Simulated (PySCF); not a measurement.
C6H10N: EPR calculation

C6H10N, multiplicity 2, computed with UKS B3LYP, pcH-1 on C H N, non-relativistic, mean-field spin-orbit, GIAO (PySCF 2.14.0).

It belongs to a series of runs on one base structure; here: H added to sp2 C.

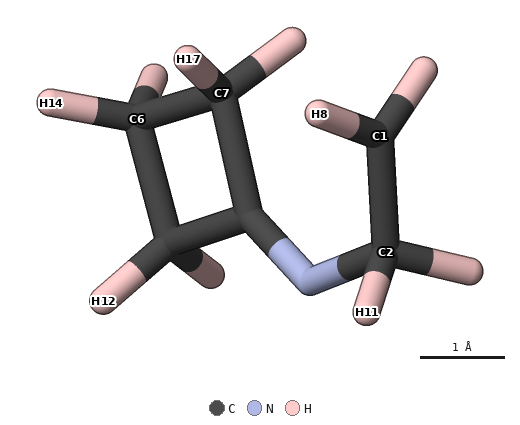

Fig. 1: The input geometry (stick view, seen at a tilt; atoms are numbered from 1 in the order of the input). Bond lengths as drawn: C–C 1.47 to 1.54 Å, C–H 1.07 to 1.10 Å and C–N 1.25 to 1.46 Å.

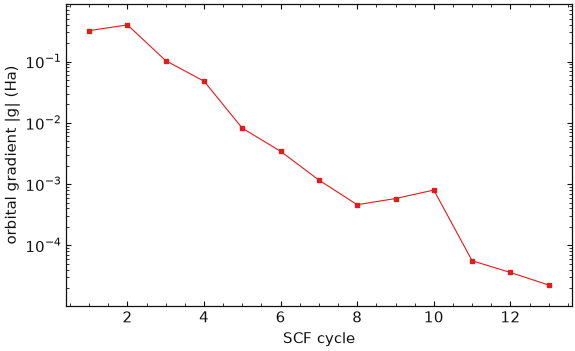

Fig. 2: Convergence of the self-consistent field: orbital gradient |g| against the SCF cycle. All cycles printed in the log are drawn one after another.

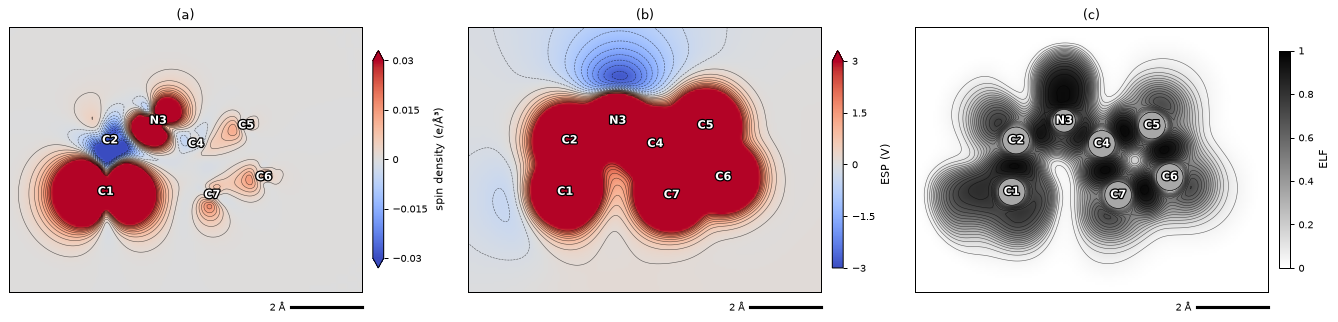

Fig. 3: (a) spin density; (b) molecular electrostatic potential; (c) electron localisation function on the plane of atoms N3, C4 and C7. Grey discs, where drawn, cover atomic cores. C–N (1.25 Å): the ELF peaks at about 0.90 between the atoms; a double or triple bond. The unpaired spin (1 electron) lies mostly on C1 (about 0.7) and N3 (about 0.1), in electrons by Hirshfeld's partition.

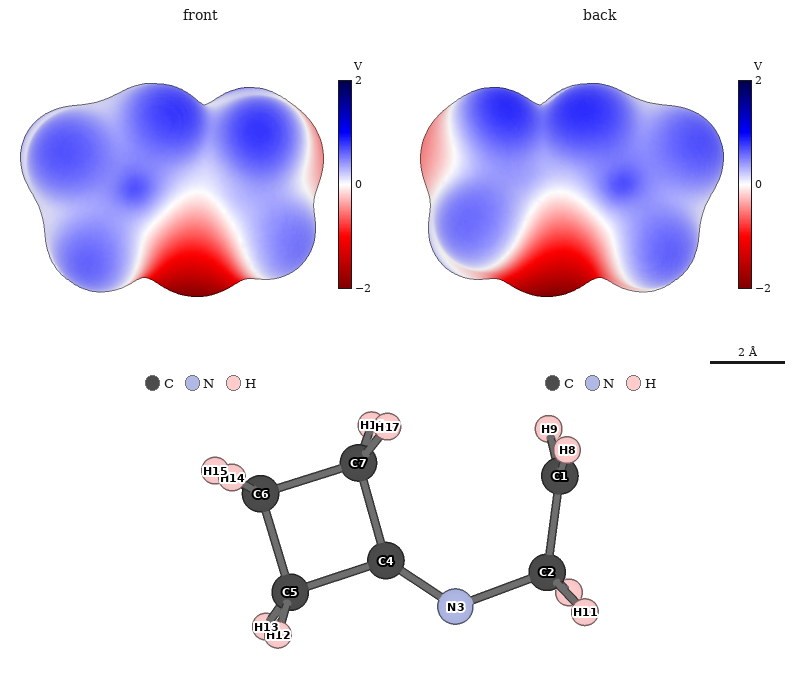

Fig. 4: The electrostatic potential painted on the density surface at 0.002 e/bohr³, seen face on and from behind; red is negative and blue positive. The bare structure is drawn below in the same view.

These pictures come from the run below.

**Input**
```
{"job": {"kind": "epr", "basis": "pcH-1"}, "charge": 0, "multiplicity": 2}
C      2.379188     0.465459     0.042716
C      2.026562    -0.850239    -0.501705
N      0.613021    -1.227208    -0.455997
C     -0.337343    -0.486411    -0.137151
C     -1.802850    -0.824599    -0.064074
C     -2.077320     0.603879     0.439249
C     -0.580275     0.939866     0.308809
H      2.547290     0.586226     1.096081
H      2.273044     1.349984    -0.555754
H      2.294416    -0.931670    -1.561801
H      2.535844    -1.656385     0.038069
H     -2.038318    -1.625248     0.634618
H     -2.240532    -1.068645    -1.030354
H     -2.451182     0.647198     1.459604
H     -2.729337     1.192841    -0.202015
H     -0.345103     1.680826    -0.453792
H     -0.074102     1.216157     1.232509
```

The first line tells a small driver script what to run in PySCF; the rest is the geometry in Å.

Command:
```bash
OMP_NUM_THREADS=1 python <driver script> task.json out
```

**The program's output**
```
UKS, coarse grid
  cycle   1  E = -289.26323955  |g| = 3.19e-01
  cycle   2  E = -289.24265504  |g| = 3.96e-01
  cycle   3  E = -289.31315528  |g| = 1.03e-01
  cycle   4  E = -289.31667511  |g| = 4.77e-02
  cycle   5  E = -289.31770843  |g| = 8.15e-03
  cycle   6  E = -289.31774280  |g| = 3.42e-03
  cycle   7  E = -289.31774988  |g| = 1.16e-03
  cycle   8  E = -289.31775052  |g| = 4.60e-04
UKS, final grid
  cycle   1  E = -289.31773050  |g| = 5.81e-04
  cycle   2  E = -289.31773036  |g| = 7.98e-04
  cycle   3  E = -289.31773066  |g| = 5.60e-05
  cycle   4  E = -289.31773066  |g| = 3.61e-05
  cycle   5  E = -289.31773066  |g| = 2.25e-05
E = -289.31773066 Eh   <S^2> = 0.7539 (exact 0.7500)
g shifts (ppm)      1          2          3
  rmc          -148       -148       -148
  gc             18         27         44
  oz_so        -137        447        684
  total        -267        325        580
hyperfine (MHz)  atom isotope    a_iso     a_fc   dipolar eigenvalues
    0   13C      93.67      93.67    -80.27    -79.43    159.70
    1   13C     -32.56     -32.56     -1.53     -1.30      2.83
    2   14N       5.82       5.82     -5.80     -4.64     10.44
    3   13C       1.26       1.26     -2.87      0.66      2.21
    4   13C       6.85       6.85     -0.76     -0.66      1.42
    5   13C       7.90       7.90     -0.83     -0.81      1.64
    6   13C      -1.26      -1.26     -1.68     -0.13      1.80
    7    1H     -60.44     -60.44    -38.49     -0.67     39.16
    8    1H     -60.29     -60.29    -38.44     -0.79     39.24
    9    1H      30.96      30.96     -5.45     -3.92      9.37
   10    1H      24.72      24.72     -5.49     -3.93      9.42
   11    1H      -0.92      -0.92     -0.92     -0.80      1.72
   12    1H      -1.30      -1.30     -0.93     -0.78      1.70
   13    1H      -0.17      -0.17     -0.85     -0.66      1.51
   14    1H       0.61       0.61     -0.80     -0.63      1.43
   15    1H       2.76       2.76     -3.30     -1.85      5.15
   16    1H       5.41       5.41     -4.39     -2.28      6.67
```

**Results in brief**

```json
{"quantity": "outcome", "value": "converged"}
{"quantity": "total energy", "value": "−289.317731 hartree"}
{"quantity": "⟨S²⟩", "value": "0.754"}
{"quantity": "isotropic g", "value": "2.0025"}
{"quantity": "hardware", "value": "1 CPU thread, shared host"}
{"quantity": "wall time", "value": "51 s"}
{"quantity": "peak memory", "value": "1.1 GiB"}
```
